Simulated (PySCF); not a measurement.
# C9H9F: the cost of one run

Computed with PySCF 2.14.0, with density-fitted response routines of our own, on a single molecule, in the gas phase or a continuum. Atoms count from 0, in the outputs and in this text.

**1. The molecule as given**

19 atoms, charge 0, multiplicity 1; geometry from: GFN2-xTB. The atoms were then displaced at random by about 0.01 Å, so the start is not that level's minimum.

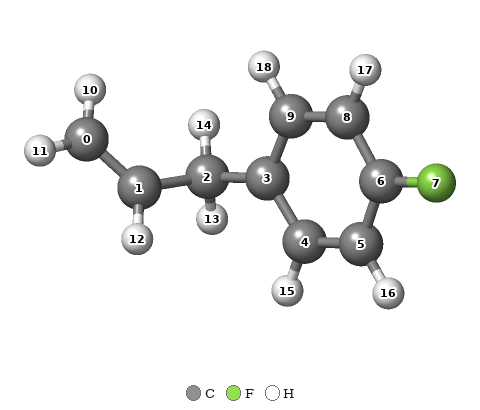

As it starts; carbon grey, fluorine green, hydrogen white, atoms numbered.

**2. Relaxing the molecule at PBE0-D3(BJ)/def2-SVP**

The job: settings as JSON, then the geometry in Å.

```
{"job": {"xc": "PBE0", "basis": "def2-SVP", "d3": "d3bj", "grid": 1, "shake": 0.01, "kind": "geom"}, "charge": 0, "multiplicity": 1}
C      3.160400    -0.379570     0.454610
C      2.197290     0.322750    -0.182100
C      1.186650    -0.278370    -1.136360
C     -0.148530    -0.091710    -0.577970
C     -0.934600     1.025190    -0.901390
C     -2.197270     1.224180    -0.357510
C     -2.687030     0.261700     0.507500
F     -3.915110     0.440120     1.026170
C     -1.973250    -0.857200     0.868360
C     -0.714690    -1.033480     0.314040
H      3.256340    -1.418100     0.316540
H      3.833860     0.118340     1.138000
H      2.064540     1.401580    -0.026030
H      1.268720     0.227120    -2.089250
H      1.418550    -1.347790    -1.261060
H     -0.529660     1.785130    -1.560510
H     -2.781730     2.100190    -0.598770
H     -2.400410    -1.580920     1.534970
H     -0.134790    -1.912070     0.566670
```

Launch:

```bash
$ OMP_NUM_THREADS=1 python probes_run.py task.json out
```

One launch serves the whole session: the jobs run in the order shown.

Q: Estimate the wall time and peak memory of this first job on 1 thread of Arm Neoverse V1, shared host.

About 3.9 min, with a peak of 0.81 GiB.
